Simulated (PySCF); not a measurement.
```xyz
11

F    -2.5611   -0.2083   -1.4107
Si   -1.5305    0.0032   -0.2004
Br   -2.0066    1.9961    0.6028
Br   -2.0947   -1.5194    1.2844
C     0.2419   -0.1531   -0.7807
Si    1.5647    0.0709    0.5872
H     0.3718   -1.1334   -1.2402
H     0.4173    0.5812   -1.5674
H     2.8636   -0.0726   -0.0635
H     1.3948    1.4028    1.1672
H     1.3442   -0.9648    1.5953
```

Geometry: GFN2-xTB.

Theory: PySCF 2.14.0, wB97X-D/def2-SVPD, SCF density, gas phase.

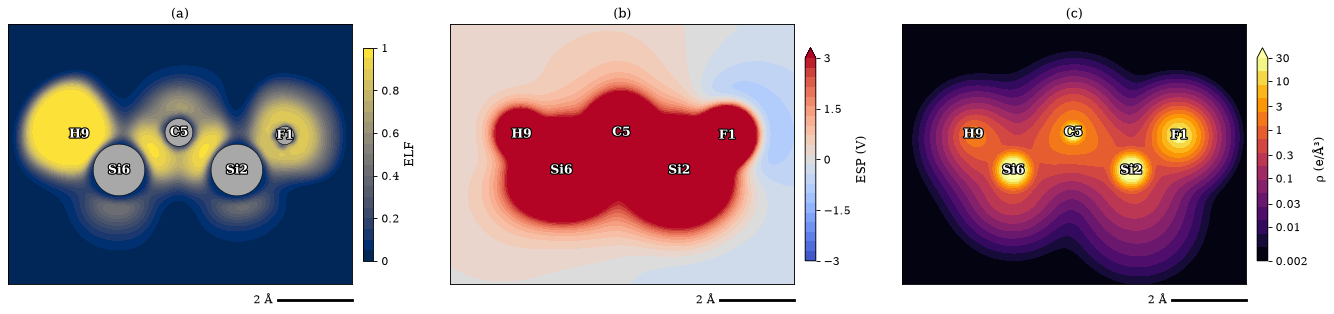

CH5Br2FSi2. (a) ELF; (b) molecular electrostatic potential; (c) electron density on the plane of atoms C5, Si6 and H9. Grey discs cover the atomic cores in the ELF map.

Q: Describe what can be read from this map.

A: The section cuts through F, Si, C and H sites.
Si–F (1.60 Å): ρ at the midpoint is about 1.1 e/Å³; the ELF peaks at about 0.85 in the valence shell of F, 0.5 Å from its nucleus, and is about 0.45 at the midpoint.
C–Si (1.87 Å): the density is about 0.98 e/Å³ at the midpoint; the ELF peaks at about 0.95 between the atoms, as expected for localised, covalent bonding.
C–Si (1.92 Å): ρ is about 0.87 e/Å³ halfway; the ELF peaks at about 0.95 between the atoms: a covalent bond.
Si–H (1.46 Å): the density is about 0.8 e/Å³ at the midpoint; the ELF climbs to about 1 towards the hydrogen, as it does in any bond to H.
The ELF also peaks beside F1, away from the bonds: lone-pair regions.
Outside the dense part of the molecule the potential is most negative (−0.9 V) near F1.
